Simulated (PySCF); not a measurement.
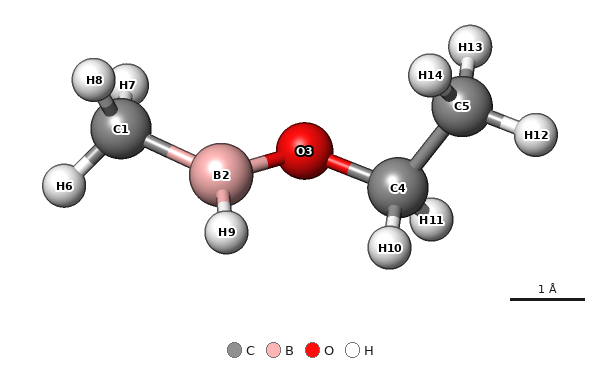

Fig. 1: The structure as given in the input (ball-and-stick view, seen on its broad side; atoms are numbered from 1 in the order of the input). Bond lengths as drawn: B–C 1.57 Å, B–H 1.22 Å, B–O 1.35 Å, C–C 1.51 Å, C–H 1.10 Å and C–O 1.41 Å.

**NMR shielding calculation of C₃H₉BO**

System: C₃H₉BO.
Method: GIAO PBE0/def2-TZVP NMR shielding, non-relativistic, gas phase (PySCF 2.14.0).

The geometry comes from this level: PBE0-D3(BJ)/def2-SVP. Figures and captions count atoms from 1; the log counts them from 0 in places.

What the program printed
```
coarse grid: 11016 points
cycle   1  E = -219.5940095512  dE =  2.994e-01  |g| = 6.456e-01  |ddm| = 2.446e+00
cycle   2  E = -219.4876540932  dE =  1.064e-01  |g| = 9.967e-01  |ddm| = 1.221e+00
cycle   3  E = -219.6760845528  dE = -1.884e-01  |g| = 1.332e-01  |ddm| = 8.314e-01
cycle   4  E = -219.6795082577  dE = -3.424e-03  |g| = 3.504e-02  |ddm| = 9.099e-02
cycle   5  E = -219.6797858026  dE = -2.775e-04  |g| = 4.656e-03  |ddm| = 2.320e-02
cycle   6  E = -219.6797907812  dE = -4.979e-06  |g| = 1.262e-03  |ddm| = 4.432e-03
final grid: 104392 points
cycle   7  E = -219.6702182433  dE = -6.045e-05  |g| = 1.006e-02  |ddm| = 5.741e-02
cycle   8  E = -219.6701974080  dE =  2.084e-05  |g| = 1.478e-02  |ddm| = 1.211e-02
cycle   9  E = -219.6702374977  dE = -4.009e-05  |g| = 1.668e-03  |ddm| = 7.605e-03
cycle  10  E = -219.6702380684  dE = -5.707e-07  |g| = 1.982e-04  |ddm| = 1.259e-03
cycle  11  E = -219.6702380771  dE = -8.634e-09  |g| = 4.338e-05  |ddm| = 1.625e-04
cycle  12  E = -219.6702380775  dE = -4.542e-10  |g| = 1.407e-05  |ddm| = 4.860e-05
```

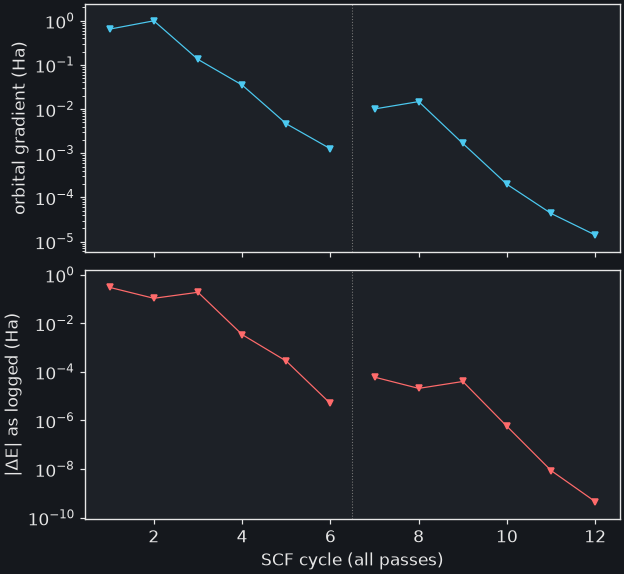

Fig. 2: Convergence of the self-consistent field: orbital gradient and size of the energy change against the SCF cycle. The dotted line marks the change from a coarse to the final integration grid. The first 6 cycles use a coarse grid, the final grid takes over at cycle 7, and the field converges after 12 cycles in all.

```
converged SCF energy = -219.6702380775

GIAO shielding tensors (ppm)
atom      isotropic    diamagn.    paramagn.     s11        s22        s33       span
  0 C      180.177     247.134     -66.957    161.477    183.144    195.910     34.433
  1 B       54.000     196.872    -142.872     13.234     57.304     91.462     78.228
  2 O      111.369     385.846    -274.477    -73.807    100.363    307.552    381.359
  3 C      114.939     240.843    -125.904     82.507     95.130    167.179     84.672
  4 C      166.773     244.165     -77.392    150.454    164.453    185.411     34.957
  5 H       31.019      29.000       2.019     28.038     28.598     36.420      8.382
  6 H       31.056      30.154       0.902     27.492     29.817     35.860      8.369
  7 H       31.184      29.245       1.940     28.287     28.916     36.350      8.063
  8 H       25.897      31.588      -5.691     24.715     25.429     27.549      2.834
  9 H       27.427      30.000      -2.573     23.776     28.031     30.474      6.697
 10 H       27.313      29.684      -2.371     23.300     27.443     31.197      7.897
 11 H       30.482      28.421       2.061     27.089     27.607     36.748      9.659
 12 H       30.052      29.147       0.905     26.911     28.357     34.889      7.977
 13 H       30.469      29.448       1.021     27.277     29.051     35.079      7.802
```

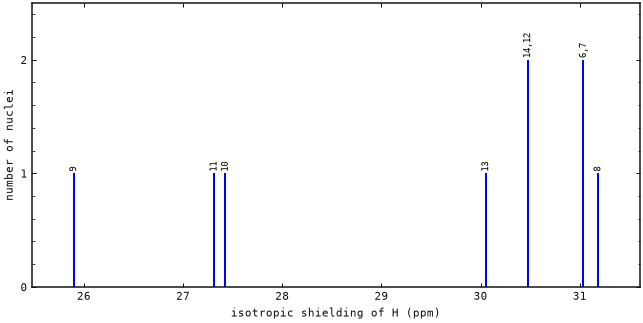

Fig. 3: Isotropic shieldings of the hydrogen nuclei in this fixed geometry, labelled by atom number; shielding grows to the right, so chemical shift grows to the left. The least shielded is H9 (25.9 ppm), the most shielded H8 (31.2 ppm).

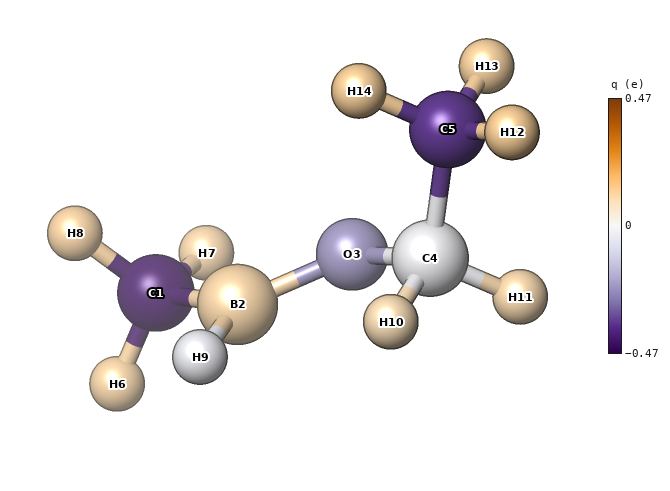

Fig. 4: Mulliken charges, as the colour of each atom (ball-and-stick view, seen at a tilt; atoms are numbered from 1 in the order of the input). By element: C −0.44 to −0.02, B +0.12, O −0.23 and H −0.03 to +0.13 e.

The run was set up as follows.

Input
```
{"job": {"kind": "nmr", "xc": "PBE0", "basis": "def2-TZVP", "pop": true}, "charge": 0, "multiplicity": 1}
C     -2.141793     1.315351    -0.024200
B     -1.114402     0.317400     0.607192
O     -0.154953    -0.231325    -0.163034
C      0.826865    -1.112995     0.337924
C      2.195310    -0.472062     0.293779
H     -3.175491     1.042759     0.244713
H     -2.057401     1.388357    -1.118205
H     -1.979324     2.320350     0.404727
H     -1.144924     0.023793     1.791812
H      0.569186    -1.416452     1.368243
H      0.808489    -2.018160    -0.291630
H      2.962521    -1.179227     0.643753
H      2.448619    -0.165572    -0.731988
H      2.230767     0.420205     0.937336
```

The first line tells a small driver script what to run in PySCF; the rest is the geometry in Å.

Run as:
```bash
OMP_NUM_THREADS=1 python <driver script> task.json out
```

Results in brief

- outcome: converged
- total energy: −219.670238 hartree
- HOMO: −8.28 eV
- LUMO: 0.24 eV
- dipole moment: 1.10 D
- isotropic shielding, C: 114.9 to 180.2 ppm
- isotropic shielding, B: 54.0 ppm
- isotropic shielding, O: 111.4 ppm
- isotropic shielding, H: 25.9 to 31.2 ppm
- hardware: 1 CPU thread, shared host
- wall time: 16 s
- peak memory: 0.95 GiB
